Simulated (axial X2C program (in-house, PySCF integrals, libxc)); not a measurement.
# PbFe: bond curves in the non-relativistic limit (speed of light times 100)

Aim: find the lowest determinant of PbFe, scan the bond at several levels and fit the constants.

Program: an in-house X2C program for linear molecules on PySCF integrals. Level of theory: all-electron X2C, Pb dyall-v2z, Fe dyall-v2z. These are calculated values, not measurements.

### 1 Input

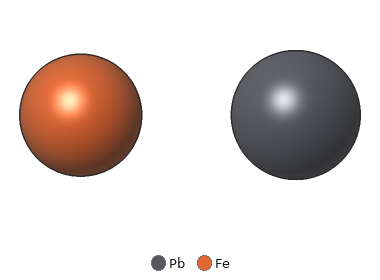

The two atoms at 2.600 Å (lead dark grey, iron orange).

File task.json:

```json
{"zs": [82, 26], "q": 0, "bas": ["dyall-v2z", "dyall-v2z"], "levels": ["PBE0", "HF", "BHandHLYP", "PBEsol"], "cc": false, "r0": 2.6, "npts": 10, "nst": 2, "ntry": 6, "opt": {"cfac": 100}}
```

Keys: zs atomic numbers; q charge; bas basis sets; levels methods (HF also brings MP2); cc coupled cluster on or off; r0 starting distance in Å; npts points asked for on the curve; nst determinants followed; ntry starts of the search; cfac factor on the speed of light (100 gives the non-relativistic limit).

Started as:

```console
$ python so2c.py task.json out
```

The Hamiltonian is the X2C one with the speed of light multiplied by 100, which is the non-relativistic limit. Basis: Pb dyall-v2z contracted to [9s8p7d4f], Fe dyall-v2z contracted to [7s7p4d2f]; Gaussian nuclei, density fitting. Masses: Pb 207.977 u, Fe 55.935 u.

Notation: σ, π±, δ± give the projection m of an orbital's angular momentum (0, ±1, ±2), α and β its spin, Λ and M_S the sums; ω is the projection of a spinor's total angular momentum and Ω the sum. Logs are in hartree.

The results follow Hamiltonian by Hamiltonian and level by level.

### 2 State search with PBE0

Determinants are compared with PBE0 at 2.600 Å.

Spin-free determinants:

| ΔE (eV) | state | open shells |
| --- | --- | --- |
| 0.00 | M_S = 1, Λ = 0 | beyond closed shells: δ+α, δ-α |
| 0.69 | M_S = 1, Λ = 3 | beyond closed shells: π+α, π+β, π-α, δ+α, δ+β, δ-α |
| 0.70 | M_S = 1, Λ = 1 | beyond closed shells: π+α, π-α, π-β, δ+α, δ+β, δ-α |
| 0.70 | M_S = 3, Λ = 1 | beyond closed shells: σα, 2 × π+α, π+β, 2 × π-α, δ+α, δ-α |
| 0.73 | M_S = 2, Λ = 0 | beyond closed shells: π+α, π+β, 2 × π-α, δ+α, δ-α |
| 0.73 | M_S = 2, Λ = 2 | beyond closed shells: 2 × π+α, π+β, π-α, δ+α, δ-α |
| 0.80 | M_S = 3, Λ = 0 | beyond closed shells: 2 × π+α, 2 × π-α, δ+α, δ-α |

### 3 PBE0, non-rel.

State followed: M_S = 1, Λ = 0 (beyond closed shells: δ+α, δ-α). The scan is laid around 2.620 Å, a first estimate of the minimum, and this SCF restarts from the orbitals of the search.

Output at 2.620 Å:

```text
spin-free X2C-1e  PBE0
basis functions 158  fitting functions 1232  grid points 5802
iter        total energy     max residual
   1     -20790.909534106     1.54e-01
   2     -20790.919932853     1.57e-03
   3     -20790.919727428     6.66e-03
   4     -20790.919956407     2.65e-04
   5     -20790.919957141     2.14e-04
   6     -20790.919957415     1.67e-04
   7     -20790.919957558     7.63e-05
   8     -20790.919957605     8.58e-06
   9     -20790.919957608     4.61e-06
  10     -20790.919957608     3.06e-06
converged
one-electron -29555.45368659  Coulomb 8752.54072481  exact exchange -103.35838557  xc functional -315.26151624  nuclear repulsion 430.61290599
```

Along the bond, energies from the lowest point:

| R (Å) | E (eV) | μ (D) | HOMO (eV) | LUMO (eV) | iterations |
| --- | --- | --- | --- | --- | --- |
| 2.279 | 0.5759 | 2.04 | -5.52 | -2.42 | 12 |
| 2.384 | 0.2282 | 2.13 | -5.37 | -2.37 | 12 |
| 2.463 | 0.0856 | 2.20 | -5.28 | -2.33 | 12 |
| 2.541 | 0.0159 | 2.26 | -5.19 | -2.30 | 12 |
| 2.620 | 0.0000 | 2.33 | -5.11 | -2.28 | 10 |
| 2.712 | 0.0303 | 2.40 | -5.02 | -2.39 | 11 |
| 2.803 | 0.0966 | 2.47 | -4.95 | -2.50 | 11 |
| 2.921 | 0.2148 | 2.57 | -4.87 | -2.64 | 11 |
| 3.065 | 0.3842 | 2.67 | -4.79 | -2.81 | 13 |
| 3.275 | 0.6379 | 2.78 | -4.71 | -3.03 | 13 |

Dipoles are positive if Fe is the positive end.

Outer orbitals at the reference distance:

| symmetry | occupied | ε (eV) | atomic character |
| --- | --- | --- | --- |
| σβ | yes | -26.30 | 99% Pb d |
| δ-β | yes | -26.29 | 100% Pb d |
| δ+β | yes | -26.29 | 100% Pb d |
| π-β | yes | -26.27 | 100% Pb d |
| π+β | yes | -26.27 | 100% Pb d |
| σα | yes | -26.18 | 99% Pb d |
| π+α | yes | -26.13 | 100% Pb d |
| π-α | yes | -26.13 | 100% Pb d |
| δ+α | yes | -26.12 | 100% Pb d |
| δ-α | yes | -26.12 | 100% Pb d |
| δ+α | yes | -11.55 | 100% Fe d |
| δ-α | yes | -11.55 | 100% Fe d |
| σβ | yes | -11.31 | 68% Pb s, 14% Fe s, 12% Fe p |
| π+α | yes | -10.75 | 99% Fe d |
| π-α | yes | -10.75 | 99% Fe d |
| σα | yes | -10.41 | 48% Fe d, 36% Pb s, 10% Fe s |
| σα | yes | -9.02 | 52% Fe d, 30% Pb s, 12% Fe s |
| σβ | yes | -7.13 | 86% Fe d, 8% Pb p, 4% Pb s |
| σα | yes | -5.99 | 52% Fe s, 28% Pb p, 10% Pb s |
| σβ | yes | -5.90 | 50% Pb p, 37% Fe s, 6% Pb s |
| π+β | yes | -5.11 | 69% Pb p, 20% Fe d, 10% Fe p |
| π-β | yes | -5.11 | 69% Pb p, 20% Fe d, 10% Fe p |
| δ+β | no | -2.28 | 100% Fe d |
| δ-β | no | -2.28 | 100% Fe d |
| π-α | no | -2.26 | 65% Pb p, 34% Fe p |
| π+α | no | -2.26 | 65% Pb p, 34% Fe p |

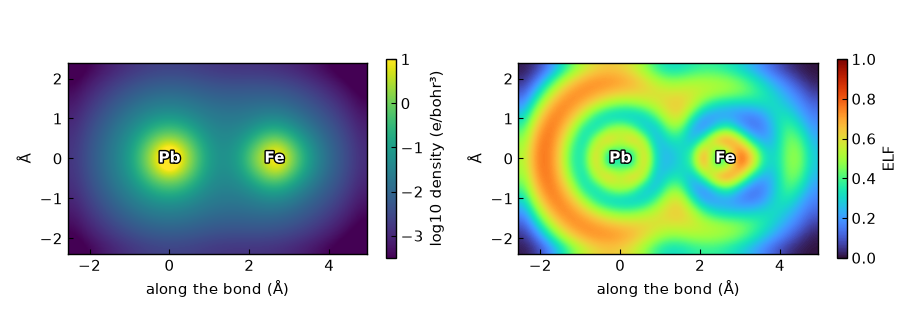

PBE0 fields in a plane through the axis, from a grid of 0.3 Å; Pb lies at z = 0 and Fe at z = 2.620 Å; the ELF is damped to zero where the density is low.

Re = 2.608 Å, ωe = 201.9 cm⁻¹, ωexe = 0.668 cm⁻¹, Be = 0.05621 cm⁻¹, De = 1.58 eV, μ = 2.32 D. ⟨S²⟩ = 3.69 against 2.00 for a pure state, so this determinant mixes spins.

### 4 HF, non-rel.

The SCF at the reference distance of 2.620 Å:

```text
spin-free X2C-1e  HF
basis functions 158  fitting functions 1232  grid points 5802
iter        total energy     max residual
   1     -20785.733598078     1.82e-01
   2     -20785.808818891     3.28e-02
   3     -20785.823148728     1.73e-02
   4     -20785.827245134     8.50e-03
   5     -20785.830115430     5.12e-03
   6     -20785.831185801     3.98e-03
   7     -20785.831927395     2.95e-03
   8     -20785.832670107     1.03e-03
   9     -20785.832783729     5.89e-04
  10     -20785.832811608     3.85e-04
  11     -20785.832818024     1.56e-04
  12     -20785.832819429     5.33e-05
  13     -20785.832819712     1.83e-05
  14     -20785.832819756     4.48e-06
  15     -20785.832819759     1.65e-06
  16     -20785.832819759     9.33e-07
converged
one-electron -29554.32436980  Coulomb 8751.64697010  exact exchange -413.76832605  xc functional 0.00000000  nuclear repulsion 430.61290599
```

Re = 2.915 Å, ωe = 140.6 cm⁻¹, ωexe = 0.673 cm⁻¹, Be = 0.04501 cm⁻¹, De = 0.626 eV, μ = 3.50 D. ⟨S²⟩ = 4.58 against 2.00 for a pure state, so this determinant mixes spins.

### 5 BHandHLYP, non-rel.

The SCF at the reference distance of 2.620 Å:

```text
spin-free X2C-1e  BHandHLYP
basis functions 158  fitting functions 1232  grid points 5802
iter        total energy     max residual
   1     -20791.546886371     5.97e-02
   2     -20791.554501331     1.20e-02
   3     -20791.554924184     1.53e-02
   4     -20791.556767817     5.85e-03
   5     -20791.557116524     1.56e-03
   6     -20791.557355045     5.68e-04
   7     -20791.557371930     2.30e-04
   8     -20791.557375251     1.28e-04
   9     -20791.557376415     8.73e-05
  10     -20791.557377129     5.52e-05
  11     -20791.557377497     3.67e-05
  12     -20791.557377584     1.10e-05
  13     -20791.557377591     1.94e-06
  14     -20791.557377591     8.65e-07
converged
one-electron -29555.15846768  Coulomb 8752.31188453  exact exchange -206.77851806  xc functional -212.54518237  nuclear repulsion 430.61290599
```

Re = 2.721 Å, ωe = 164.1 cm⁻¹, ωexe = 0.843 cm⁻¹, Be = 0.05164 cm⁻¹, De = 0.872 eV, μ = 2.80 D. ⟨S²⟩ = 3.96 against 2.00 for a pure state, so this determinant mixes spins.

### 6 PBEsol, non-rel.

Output at 2.620 Å:

```text
spin-free X2C-1e  PBEsol
basis functions 158  fitting functions 1232  grid points 5802
iter        total energy     max residual
   1     -20784.863205738     7.71e-02
   2     -20784.729939876     1.47e-01
   3     -20781.692096981     7.59e-01
   4     -20784.823445759     9.23e-02
   5     -20784.878365495     3.37e-02
   6     -20784.871072526     4.04e-02
   7     -20784.880173607     2.34e-02
   8     -20784.883536149     5.12e-03
   9     -20784.883621002     2.88e-03
  10     -20784.883666826     7.86e-04
  11     -20784.883670333     3.82e-04
  12     -20784.883671241     4.87e-05
  13     -20784.883671256     3.67e-06
  14     -20784.883671256     8.24e-06
converged
one-electron -29554.44074211  Coulomb 8751.41111621  exact exchange 0.00000000  xc functional -412.46695134  nuclear repulsion 430.61290599
```

Re = 2.518 Å, ωe = 232.8 cm⁻¹, ωexe = 0.65 cm⁻¹, Be = 0.06031 cm⁻¹, De = 2.79 eV, μ = 1.27 D. ⟨S²⟩ = 3.02 against 2.00 for a pure state, so this determinant mixes spins.

### 7 Correlated methods, non-rel.

Correlated methods: 22 electrons correlated (frozen shells, counted by type: Pb 5 s, 4 p, 2 d, 1 f; Fe 3 s, 2 p), 168 virtual spinors in MP2.

MP2: No constants are quoted: the reference is strongly spin-contaminated.

### 8 A higher determinant, non-rel.

State: M_S = 1, Λ = 3 (beyond closed shells: π+α, π+β, π-α, δ+α, δ+β, δ-α).

Output at the reference distance:

```text
spin-free X2C-1e  PBE0
basis functions 158  fitting functions 1232  grid points 5802
iter        total energy     max residual
   1     -20790.884976462     1.57e-01
   2     -20790.895186232     8.94e-04
   3     -20790.895186125     1.70e-03
   4     -20790.895194266     7.31e-04
   5     -20790.895195944     9.15e-05
   6     -20790.895196116     8.88e-05
   7     -20790.895196181     4.34e-05
   8     -20790.895196233     2.07e-05
   9     -20790.895196266     1.63e-05
  10     -20790.895196271     6.62e-06
  11     -20790.895196271     1.44e-06
converged
one-electron -29557.53342323  Coulomb 8754.70909239  exact exchange -103.37134207  xc functional -315.31242935  nuclear repulsion 430.61290599
```

| R (Å) | E above the lowest PBE0 point (eV) |
| --- | --- |
| 2.279 | 1.547 |
| 2.384 | 1.099 |
| 2.463 | 0.886 |
| 2.541 | 0.750 |
| 2.620 | 0.674 |
| 2.712 | 0.640 |
| 2.803 | 0.651 |
| 2.921 | 0.707 |
| 3.065 | 0.817 |

Re = 2.732 Å, ωe = 171.4 cm⁻¹, ωexe = 0.566 cm⁻¹, Be = 0.05125 cm⁻¹, μ = 1.57 D. ⟨S²⟩ = 3.04 against 2.00 for a pure state, so this determinant mixes spins. Te = 0.64 eV.

### 9 The non-rel. curves together

Energy (eV) of the followed determinant, non-rel., from each level's lowest point:

| R (Å) | PBE0 | HF | MP2 (spin-contaminated) | BHandHLYP | PBEsol |
| --- | --- | --- | --- | --- | --- |
| 2.279 | 0.576 | 1.517 | 0.859 | 0.838 | 0.351 |
| 2.384 | 0.228 | 0.910 | 0.425 | 0.412 | 0.093 |
| 2.463 | 0.086 | 0.592 | 0.222 | 0.214 | 0.012 |
| 2.541 | 0.016 | 0.363 | 0.096 | 0.092 | 0.000 |
| 2.620 | 0.000 | 0.204 | 0.027 | 0.026 | 0.037 |
| 2.712 | 0.030 | 0.086 | 0.000 | 0.000 | 0.125 |
| 2.803 | 0.097 | 0.023 | 0.013 | 0.013 | 0.244 |
| 2.921 | 0.215 | 0.000 | 0.069 | 0.065 | 0.426 |
| 3.065 | 0.384 | 0.030 | 0.169 | 0.158 | 0.666 |
| 3.275 | 0.638 | 0.131 | 0.331 | 0.308 | 1.017 |

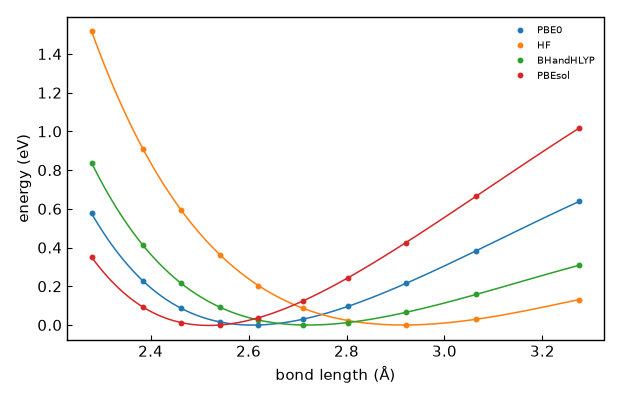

Curves of the followed state, non-rel., each from its own lowest point. Left out: MP2.

The whole job took 2.3 min on 1 thread, shared host.

### 10 What came out

Lowest determinant that the search found at its distance, non-rel.: M_S = 1, Λ = 0 (beyond closed shells: δ+α, δ-α).

```json
{"Hamiltonian": "non-rel.", "level": "PBE0", "Re (Å)": "2.608", "ωe (cm⁻¹)": "201.9", "De (eV)": "1.58", "μ (D)": "2.32"}
{"Hamiltonian": "non-rel.", "level": "HF", "Re (Å)": "2.915", "ωe (cm⁻¹)": "140.6", "De (eV)": "0.626", "μ (D)": "3.50"}
{"Hamiltonian": "non-rel.", "level": "BHandHLYP", "Re (Å)": "2.721", "ωe (cm⁻¹)": "164.1", "De (eV)": "0.872", "μ (D)": "2.80"}
{"Hamiltonian": "non-rel.", "level": "PBEsol", "Re (Å)": "2.518", "ωe (cm⁻¹)": "232.8", "De (eV)": "2.79", "μ (D)": "1.27"}
```

Dipoles are positive if Fe is the positive end. No constants: non-rel. MP2 (the reference is strongly spin-contaminated). Spin-free ⟨S²⟩ is off its pure value at PBE0 3.69, HF 4.58, BHandHLYP 3.96, PBEsol 3.02.

Time per point (s) on 1 thread, shared host (non-rel. runs); the times are rough: PBE0 0.98, HF 0.69, BHandHLYP 1.1, PBEsol 0.54.

Bond lengths run from 2.518 Å (non-rel. PBEsol) to 2.915 Å (non-rel. HF).

De refers to Pb + Fe, each in the lowest determinant found, which need not be this curve's own limit. The state is a single determinant with fixed occupations, the lowest that a limited PBE0 search found. Dissociation energies refer to the lowest single-determinant-based atoms at the same level and basis. With several unpaired electrons one determinant need not be a pure state. At some level an empty orbital lies below a filled one. The spin-free determinant is spin-contaminated at some levels. These are model numbers, with the speed of light changed.
